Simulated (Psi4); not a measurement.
## Single-point calculation of SiH3F

SiH3F, computed with HF/CBS, RHF (Psi4 1.11).

The geometry comes from this level: GFN2-xTB.

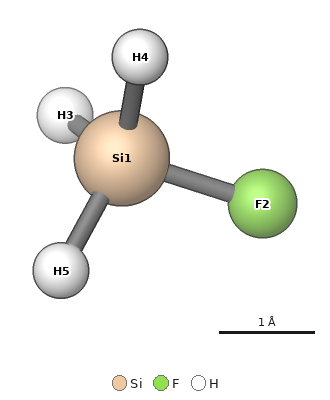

*The structure (ball-and-stick view, seen at a tilt; atoms are numbered from 1 in the order of the input).*

Input file (job.py):
```python
import psi4

psi4.set_memory('1600 MB')
psi4.set_num_threads(1)
psi4.core.set_output_file('psi4.out', False)

with open('fh3si.xyz') as f:
    atoms = ''.join(f.readlines()[2:])
geom = psi4.geometry('0 1\n' + atoms + '')

options = {'scf_type': 'df', 'freeze_core': True}
psi4.set_options(options)

e, wfn = psi4.energy("scf/jun-cc-pv[dt]z", return_wfn=True)
print(f'total energy {e:.8f} hartree = {e * 27.211386:.5f} eV')
```

File fh3si.xyz:
```
5
FH3Si
Si    -0.000700     0.001210    -0.093590
F      0.010860    -0.019140     1.511980
H      1.400270     0.011030    -0.482220
H     -0.709280     1.218920    -0.453380
H     -0.701150    -1.212020    -0.482790
```

Launched with:
```bash
python job.py
```

Output:
```
Psi4 1.11 release

   => Loading Basis Set <=

    Name: JUN-CC-PVTZ
    Role: ORBITAL
    Keyword: BASIS

         ---------------------------------------------------------
                                   SCF
                              RHF Reference
                        1 Threads,   1525 MiB Core
         ---------------------------------------------------------

  ==> Geometry <==

    Molecular point group: c1
    Full point group: C1

    Geometry (in Bohr), charge = 0, multiplicity = 1:

       Center              X                  Y                   Z               Mass
    ------------   -----------------  -----------------  -----------------  -----------------
         SI          -0.007993674797     0.014067669444    -1.109550654289    27.976926534650
         F            0.013851559213    -0.024388257209     1.924536920962    18.998403162730
         H            2.639455935186     0.032624779996    -1.843954918426     1.007825032230
         H           -1.347015812774     2.315206069676    -1.789455216968     1.007825032230
         H           -1.331652339374    -2.278604757745    -1.845032062317     1.007825032230

  Running in c1 symmetry.

  Rotational constants: A =      2.82989  B =      0.47948  C =      0.47947 [cm^-1]
  Rotational constants: A =  84837.84296  B =  14374.55021  C =  14374.10078 [MHz]
  Nuclear repulsion =   63.339569017829390

  Charge       = 0
  Multiplicity = 1
  Electrons    = 26
  Nalpha       = 13
  Nbeta        = 13

  ==> Algorithm <==

  SCF Algorithm Type is DF.
  DIIS enabled.
  MOM disabled.
  Fractional occupation disabled.
  Guess Type is SAD.
  Energy threshold   = 1.00e-06
  Density threshold  = 1.00e-06
  Integral threshold = 1.00e-12

  ==> Primary Basis <==

  Basis Set: JUN-CC-PVTZ
    Blend: JUN-CC-PVTZ
    Number of shells: 46
    Number of basis functions: 124
    Number of Cartesian functions: 139
    Spherical Harmonics?: true
    Max angular momentum: 3

   => Loading Basis Set <=

    Name: (JUN-CC-PVTZ AUX)
    Role: JKFIT
    Keyword: DF_BASIS_SCF

  ==> Integral Setup <==

  DFHelper Memory: AOs need 0.041 GiB; user supplied 1.118 GiB.
  SCF_SUBTYPE=INCORE selected. In-core MEM_DF algorithm will be used.
  Using in-core AOs.

  ==> MemDFJK: Density-Fitted J/K Matrices <==

    J tasked:                   Yes
    K tasked:                   Yes
    wK tasked:                   No
    Memory [MiB]:              1144
    Algorithm:                 Core
    Schwarz Cutoff:           1E-12
    Mask sparsity (%):       0.0000
    Fitting Condition:        1E-10

   => Auxiliary Basis Set <=

  Basis Set: (JUN-CC-PVTZ AUX)
    Blend: JUN-CC-PVTZ-JKFIT
    Number of shells: 100
    Number of basis functions: 322
    Number of Cartesian functions: 386
    Spherical Harmonics?: true
    Max angular momentum: 4

  Minimum eigenvalue in the overlap matrix is 7.1946957328E-04.
  Reciprocal condition number of the overlap matrix is 1.1081059552E-04.
    Using symmetric orthogonalization.

  ==> Pre-Iterations <==

  SCF Guess: Superposition of Atomic Densities via on-the-fly atomic UHF (no occupation information).

   -------------------------
    Irrep   Nso     Nmo
   -------------------------
     A        124     124
   -------------------------
    Total     124     124
   -------------------------

  ==> Iterations <==

                           Total Energy        Delta E     RMS |[F,P]|

   @DF-RHF iter SAD:  -389.55626601547618   -3.89556e+02   0.00000e+00
   @DF-RHF iter   1:  -390.17684822890482   -6.20582e-01   2.69662e-03 DIIS/ADIIS
   @DF-RHF iter   2:  -390.21158316187064   -3.47349e-02   1.79527e-03 DIIS/ADIIS
   @DF-RHF iter   3:  -390.22469869179599   -1.31155e-02   1.92859e-04 DIIS/ADIIS
   @DF-RHF iter   4:  -390.22533140911713   -6.32717e-04   3.71108e-05 DIIS
   @DF-RHF iter   5:  -390.22536060217317   -2.91931e-05   7.53058e-06 DIIS
   @DF-RHF iter   6:  -390.22536169904839   -1.09688e-06   1.28046e-06 DIIS
   @DF-RHF iter   7:  -390.22536172410395   -2.50556e-08   2.32757e-07 DIIS
  Energy and wave function converged.

  ==> Post-Iterations <==

    Orbital Energies [Eh]
    ---------------------

    Doubly Occupied:

       1A    -68.814550     2A    -26.277181     3A     -6.160363
       4A     -4.267352     5A     -4.266258     6A     -4.266258
       7A     -1.577598     8A     -0.774808     9A     -0.661164
      10A     -0.661143    11A     -0.636350    12A     -0.497451
      13A     -0.497430

    Virtual:

      14A      0.045513    15A      0.060062    16A      0.060063
      17A      0.067892    18A      0.127721    19A      0.132352
      20A      0.132364    21A      0.166925    22A      0.166931
      23A      0.175036    24A      0.262924    25A      0.282498
      26A      0.282554    27A      0.283214    28A      0.288984
      29A      0.288988    30A      0.383999    31A      0.384019
      32A      0.408783    33A      0.467939    34A      0.468000
      35A      0.471124    36A      0.512936    37A      0.513068
      38A      0.541997    39A      0.595723    40A      0.781698
      41A      0.781745    42A      0.798366    43A      0.827359
      44A      0.916389    45A      0.916638    46A      1.040187
      47A      1.040212    48A      1.059348    49A      1.096145
      50A      1.096521    51A      1.130909    52A      1.171648
      53A      1.171664    54A      1.285514    55A      1.285518
      56A      1.306851    57A      1.306932    58A      1.311066
      59A      1.466533    60A      1.466665    61A      1.504151
      62A      1.574741    63A      1.625089    64A      1.636623
      65A      1.636768    66A      1.662628    67A      1.743881
      68A      1.743993    69A      1.805842    70A      1.905859
      71A      1.906070    72A      2.486339    73A      2.668533
      74A      2.668623    75A      2.922609    76A      2.922613
      77A      2.928347    78A      2.993617    79A      2.993778
      80A      3.125021    81A      3.277446    82A      3.277786
      83A      3.323106    84A      3.424041    85A      3.549810
      86A      3.549907    87A      3.685116    88A      3.706973
      89A      3.707301    90A      3.872723    91A      3.872952
      92A      3.928275    93A      3.989099    94A      3.989282
      95A      4.005214    96A      4.177827    97A      4.218966
      98A      4.219006    99A      4.310212   100A      4.348130
     101A      4.432662   102A      4.433077   103A      4.538343
     104A      4.538487   105A      4.701018   106A      5.015628
     107A      5.015980   108A      5.391895   109A      5.391946
     110A      5.831688   111A      6.390714   112A      7.412924
     113A      7.429674   114A      7.461525   115A      7.461537
     116A      7.586717   117A      7.586777   118A      7.692094
     119A      9.366991   120A      9.367035   121A      9.446134
     122A      9.446198   123A      9.589061   124A     13.179252

    Final Occupation by Irrep:
              A
    DOCC [    13 ]
    NA   [    13 ]
    NB   [    13 ]

  @DF-RHF Final Energy:  -390.22536172410395

   => Energetics <=

    Nuclear Repulsion Energy =             63.3395690178293904
    One-Electron Energy =                -668.4140396141524434
    Two-Electron Energy =                 214.8491088722191193
    Total Energy =                       -390.2253617241039478

Computation Completed

Properties will be evaluated at   0.000000,   0.000000,   0.000000 [a0]

Properties computed using the SCF density matrix

 Multipole Moments:

 ------------------------------------------------------------------------------------
     Multipole            Electronic (a.u.)      Nuclear  (a.u.)        Total (a.u.)
 ------------------------------------------------------------------------------------

 L = 1.  Multiply by 2.5417464519 to convert [e a0] to [Debye]
 Dipole X            :          0.0212548           -0.0264596           -0.0052048
 Dipole Y            :         -0.0376007            0.0466791            0.0090785
 Dipole Z            :          2.9886238           -3.6913191           -0.7026952
 Magnitude           :                                                    0.7027732

 ------------------------------------------------------------------------------------

	total time  =          2 seconds =       0.03 minutes

    Psi4 run time: 0:00:01.22

    -----------------------------------------------------------------------
                               Psi4 1.11 release

    h
    h
    h

    -----------------------------------------------------------------------

    Memory:     1.5 GiB
    Threads:    1
                ecpint, einsums, f̶o̶r̶t̶e̶, gauxc, gcp, g̶d̶m̶a̶, geometric, g̶p̶u̶_̶d̶f̶c̶c̶,
                i̶n̶t̶e̶g̶r̶a̶t̶o̶r̶x̶x̶, i̶p̶i̶, libefp, m̶d̶i̶, m̶p̶2̶d̶, m̶r̶c̶c̶, ooo,
                o̶p̶e̶n̶f̶e̶r̶m̶i̶o̶n̶p̶s̶i̶4̶, pcmsolver, p̶s̶i̶4̶f̶o̶c̶k̶c̶i̶, p̶s̶i̶x̶a̶s̶,
                p̶y̶e̶i̶n̶s̶u̶m̶s̶, r̶e̶s̶p̶, s̶i̶m̶i̶n̶t̶, s̶n̶s̶m̶p̶2̶,
                v̶2̶r̶d̶m̶_̶c̶a̶s̶s̶c̶f̶

   => Loading Basis Set <=

    Name: JUN-CC-PVDZ
    Role: ORBITAL
    Keyword: BASIS

         ---------------------------------------------------------
                                   SCF
                              RHF Reference
                        1 Threads,   1525 MiB Core
         ---------------------------------------------------------

  ==> Geometry <==

    Molecular point group: c1
    Full point group: C1

    Geometry (in Bohr), charge = 0, multiplicity = 1:

       Center              X                  Y                   Z               Mass
    ------------   -----------------  -----------------  -----------------  -----------------
         SI          -0.007993674797     0.014067669444    -1.109550654289    27.976926534650
         F            0.013851559213    -0.024388257209     1.924536920962    18.998403162730
         H            2.639455935186     0.032624779996    -1.843954918426     1.007825032230
         H           -1.347015812774     2.315206069676    -1.789455216968     1.007825032230
         H           -1.331652339374    -2.278604757745    -1.845032062317     1.007825032230

  Running in c1 symmetry.

  Rotational constants: A =      2.82989  B =      0.47948  C =      0.47947 [cm^-1]
  Rotational constants: A =  84837.84296  B =  14374.55021  C =  14374.10078 [MHz]
  Nuclear repulsion =   63.339569017829390

  Charge       = 0
  Multiplicity = 1
  Electrons    = 26
  Nalpha       = 13
  Nbeta        = 13

  ==> Algorithm <==

  SCF Algorithm Type is DF.
  DIIS enabled.
  MOM disabled.
  Fractional occupation disabled.
  Guess Type is SAD.
  Energy threshold   = 1.00e-06
  Density threshold  = 1.00e-06
  Integral threshold = 1.00e-12

  ==> Primary Basis <==

  Basis Set: JUN-CC-PVDZ
    Blend: JUN-CC-PVDZ
    Number of shells: 27
    Number of basis functions: 55
    Number of Cartesian functions: 57
    Spherical Harmonics?: true
    Max angular momentum: 2

   => Loading Basis Set <=

    Name: (JUN-CC-PVDZ AUX)
    Role: JKFIT
    Keyword: DF_BASIS_SCF

  ==> Integral Setup <==

  DFHelper Memory: AOs need 0.007 GiB; user supplied 1.118 GiB.
  SCF_SUBTYPE=INCORE selected. In-core MEM_DF algorithm will be used.
  Using in-core AOs.

  ==> MemDFJK: Density-Fitted J/K Matrices <==

    J tasked:                   Yes
    K tasked:                   Yes
    wK tasked:                   No
    Memory [MiB]:              1144
    Algorithm:                 Core
    Schwarz Cutoff:           1E-12
    Mask sparsity (%):       0.0000
    Fitting Condition:        1E-10

   => Auxiliary Basis Set <=

  Basis Set: (JUN-CC-PVDZ AUX)
    Blend: JUN-CC-PVDZ-JKFIT
    Number of shells: 93
    Number of basis functions: 269
    Number of Cartesian functions: 306
    Spherical Harmonics?: true
    Max angular momentum: 3

  Minimum eigenvalue in the overlap matrix is 2.9090343382E-03.
  Reciprocal condition number of the overlap matrix is 5.6196647184E-04.
    Using symmetric orthogonalization.

  ==> Pre-Iterations <==

  SCF Guess: Superposition of Atomic Densities via on-the-fly atomic UHF (no occupation information).

   -------------------------
    Irrep   Nso     Nmo
   -------------------------
     A         55      55
   -------------------------
    Total      55      55
   -------------------------

  ==> Iterations <==

                           Total Energy        Delta E     RMS |[F,P]|

   @DF-RHF iter SAD:  -389.51341555411119   -3.89513e+02   0.00000e+00
   @DF-RHF iter   1:  -390.11954684256267   -6.06131e-01   5.74232e-03 DIIS/ADIIS
   @DF-RHF iter   2:  -390.15110354229262   -3.15567e-02   3.77701e-03 DIIS/ADIIS
   @DF-RHF iter   3:  -390.16466627885768   -1.35627e-02   3.77571e-04 DIIS/ADIIS
   @DF-RHF iter   4:  -390.16515834128114   -4.92062e-04   4.40402e-05 DIIS
   @DF-RHF iter   5:  -390.16516780551018   -9.46423e-06   8.02218e-06 DIIS
   @DF-RHF iter   6:  -390.16516809814237   -2.92632e-07   1.13457e-06 DIIS
   @DF-RHF iter   7:  -390.16516810344177   -5.29940e-09   1.82413e-07 DIIS
  Energy and wave function converged.

  ==> Post-Iterations <==

    Orbital Energies [Eh]
    ---------------------

    Doubly Occupied:

       1A    -68.832553     2A    -26.285546     3A     -6.178793
       4A     -4.286615     5A     -4.284120     6A     -4.284120
       7A     -1.584729     8A     -0.778972     9A     -0.662423
      10A     -0.662400    11A     -0.634926    12A     -0.498269
      13A     -0.498247

    Virtual:

      14A      0.048994    15A      0.065589    16A      0.065590
      17A      0.073112    18A      0.161446    19A      0.194753
      20A      0.194771    21A      0.237851    22A      0.285897
      23A      0.285906    24A      0.317466    25A      0.451141
      26A      0.471846    27A      0.471850    28A      0.584489
      29A      0.584543    30A      0.587763    31A      0.624325
      32A      0.624360    33A      0.726152    34A      0.756905
      35A      1.130094    36A      1.131993    37A      1.132045
      38A      1.457686    39A      1.587734    40A      1.587936
      41A      1.687910    42A      1.790208    43A      1.790414
      44A      1.889416    45A      1.942782    46A      1.943078
      47A      2.158009    48A      2.282817    49A      2.283083
      50A      2.709953    51A      3.998375    52A      3.998390
      53A      4.068672    54A      4.068775    55A      4.312206

    Final Occupation by Irrep:
              A
    DOCC [    13 ]
    NA   [    13 ]
    NB   [    13 ]

  @DF-RHF Final Energy:  -390.16516810344177

   => Energetics <=

    Nuclear Repulsion Energy =             63.3395690178293904
    One-Electron Energy =                -668.0660533039120992
    Two-Electron Energy =                 214.5613161826409794
    Total Energy =                       -390.1651681034417152

Computation Completed

Properties will be evaluated at   0.000000,   0.000000,   0.000000 [a0]

Properties computed using the SCF density matrix

 Multipole Moments:

 ------------------------------------------------------------------------------------
     Multipole            Electronic (a.u.)      Nuclear  (a.u.)        Total (a.u.)
 ------------------------------------------------------------------------------------

 L = 1.  Multiply by 2.5417464519 to convert [e a0] to [Debye]
 Dipole X            :          0.0204890           -0.0264596           -0.0059707
 Dipole Y            :         -0.0362576            0.0466791            0.0104215
 Dipole Z            :          2.8828906           -3.6913191           -0.8084284
 Magnitude           :                                                    0.8085177

 ------------------------------------------------------------------------------------

	total time  =          0 seconds =       0.00 minutes

    Psi4 run time: 0:00:00.51

  //>>>>>>>>>>>>>>>>>>>>>>>>>>>>>>>>>>>//
  //            CBS Results            //
  //<<<<<<<<<<<<<<<<<<<<<<<<<<<<<<<<<<<//

   ==> Components <==

  ---------------------------------------------------------------------------------------------------------
                          Method / Basis                      Rqd      Energy [Eh]   Variable
  ---------------------------------------------------------------------------------------------------------
                             scf / jun-cc-pvdz                 *     -390.16516810   SCF TOTAL ENERGY
                             scf / jun-cc-pvtz                 *     -390.22536172   SCF TOTAL ENERGY
  ---------------------------------------------------------------------------------------------------------

   ==> Stages <==

  ---------------------------------------------------------------------------------------------------------
      Stage               Method / Basis                       Wt      Energy [Eh]   Scheme
  ---------------------------------------------------------------------------------------------------------
        scf                  scf / jun-cc-pv[dt]z               1    -390.24002923   scf_xtpl_helgaker_2
  ---------------------------------------------------------------------------------------------------------

   ==> CBS <==

  ---------------------------------------------------------------------------------------------------------
      Stage               Method / Basis                               Energy [Eh]   Scheme
  ---------------------------------------------------------------------------------------------------------
        scf                  scf / jun-cc-pv[dt]z                    -390.24002923   scf_xtpl_helgaker_2
      total                  CBS                                     -390.24002923
  ---------------------------------------------------------------------------------------------------------
```

Standard output:
```
total energy -390.24002923 hartree = -10618.97207 eV
```

Summary:

| quantity | value |
| --- | --- |
| outcome | converged |
| total energy | −390.240029 hartree |
| hardware | 1 thread of Intel Xeon (Sapphire Rapids), 16 GiB of memory available, shared host |
| wall time | 4.8 s |
| peak memory | 0.32 GiB |

Remarks:

Settings chosen away from the usual ones: freeze_core set to true (from true).
